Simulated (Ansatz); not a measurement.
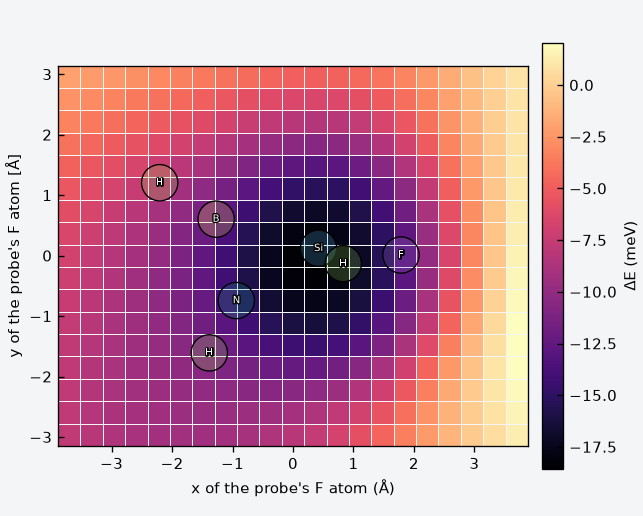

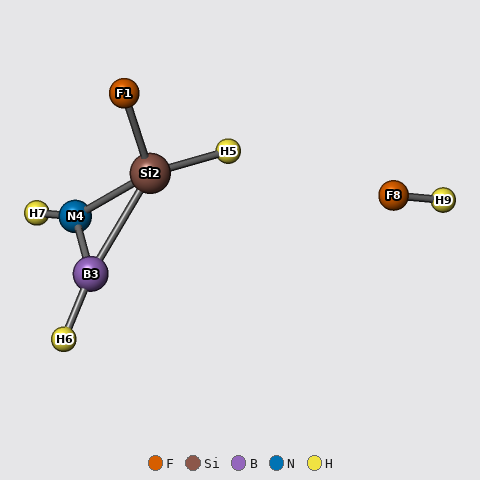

Energy landscape of BFH₃NSi (SMILES F[SiH]1BN1) with the probe HF. The probe is moved over a plane parallel to the molecule's main plane, 5.04 Å above it. First axis: x of the probe's F atom. Second axis: y of the probe's F atom. Nothing is relaxed (molecule and probe rigid, the probe upright with F nearest the plane). The grid has 21 × 17 points. Points are written as (first, second). Energies are in meV, from molecule and probe far apart, each relaxed in its own basis (no counterpoise correction). Level of theory: RHF/def2-SVP in Ansatz.

In the figure: one coloured cell a grid point, labelled circles for the molecule's atoms, projected on the plane. The second picture is the structure at the lowest point.

### Summarise what can be read from the map.

The lowest grid point is at (0.37 Å, 0.00 Å), −18.6 meV from molecule and probe far apart, each relaxed in its own basis (no counterpoise correction). It is the only kind of minimum in the scanned range. The highest grid point, (3.70 Å, −1.48 Å), lies 20.6 meV above the lowest. Near the minimum the curvatures are about 0.0042 and 0.0049 eV/Å² along the soft and the stiff direction.

The values on the grid:

```csv
"y of the probe's F atom ↓, x of the probe's F atom →",−3.33,−2.59,−1.85,−1.11,−0.37,0.37,1.11,1.85,2.59,3.33
2.96,−2.2,−2.8,−3.4,−4.0,−4.7,−4.9,−4.4,−3.2,−1.5,0.2
2.22,−3.7,−4.6,−5.6,−6.8,−7.8,−8.3,−7.5,−5.4,−2.6,−0.1
1.48,−5.3,−6.6,−8.0,−9.9,−12.0,−13.0,−11.9,−8.6,−4.1,−0.3
0.74,−6.6,−8.2,−10.1,−12.8,−15.8,−17.1,−15.8,−11.7,−5.7,−0.5
0.00,−7.5,−9.1,−11.1,−14.2,−17.5,−18.6,−17.1,−13.1,−6.5,−0.4
−0.74,−8.1,−9.4,−11.1,−13.7,−16.6,−17.7,−16.2,−12.0,−5.6,0.1
−1.48,−8.3,−9.4,−10.5,−11.9,−13.7,−14.4,−12.8,−8.8,−3.4,0.8
−2.22,−8.4,−9.2,−9.8,−10.3,−10.5,−10.2,−8.4,−5.3,−1.7,1.0
−2.96,−8.2,−8.9,−9.3,−9.2,−8.7,−7.6,−5.8,−3.5,−1.2,0.6
```

The table holds every second grid line.

The whole map (357 points run) took 14 min on 1 thread of Arm Neoverse N1 (shared host).
